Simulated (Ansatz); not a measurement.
# Does disorder add resistance in series? Rh(111) layers displaced at 273 K

Two lengths of the disordered region are known. What area resistance does the third give?

Set-up. Ansatz 0.2.0, plane waves with PAW datasets at their recommended cutoffs (420 eV for most), Fermi-Dirac smearing; ballistic transmission by layer matching. The area resistance is RA = A (h/2e²)(1/T − 1/N), with T the zone-mean transmission per spin and N the lead's channels, both averaged over a few energies near the Fermi level; for magnets each spin is taken apart, with h/e², and the two conduct in parallel. Lateral cell 2x2, PBE, a fresh random draw for each length. Atoms are displaced independently, by 0.0426 Å r.m.s. per direction; each RA is scaled by the nominal over the drawn mean square displacement.

Results; the value marked ? is to be predicted:

```
length (Å)  channels N  RA (fΩ m²)
      8.78       7.000      0.0460
      17.6       7.000      0.0833
      26.3       7.000           ?
```

**Estimate by hand.**

Ohm's law makes RA linear in the length: the slope is (0.0833 − 0.0460)/(17.6 − 8.78) = 4.24×10⁻³ fΩ m² per Å, or 4.2 µΩ cm. Then 0.0833 + 4.24×10⁻³ × 8.78. Predicted: 0.121 fΩ m².

What the run gave:

0.115 fΩ m², so the prediction is 4.6 % too high. The three lengths together give 3.9 µΩ cm. The two increments are 0.037 and 0.032 fΩ m², roughly as Ohm's law has it, though with one draw for each length that is a weak test.

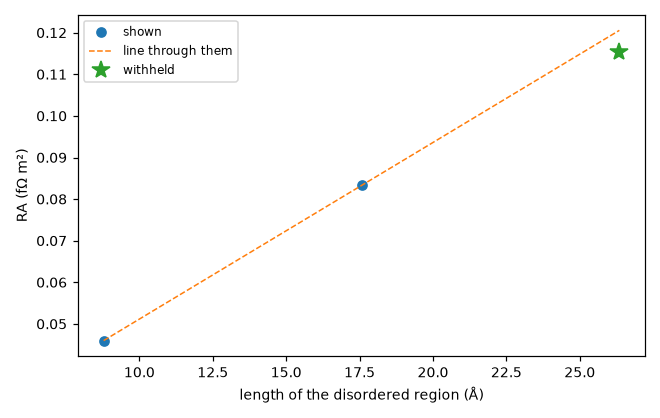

Area resistance against length.

Caveats: The scatterers repeat sideways with the small cell. The slope is a raw one; a model of isotropic scattering puts it 1.13 times the bulk value over these lengths.

[Logs are printed without paths, hosts, clocks, repeated set-up lines and the standing remarks that a program may print on its own settings, such as how far it seeks lower states.]
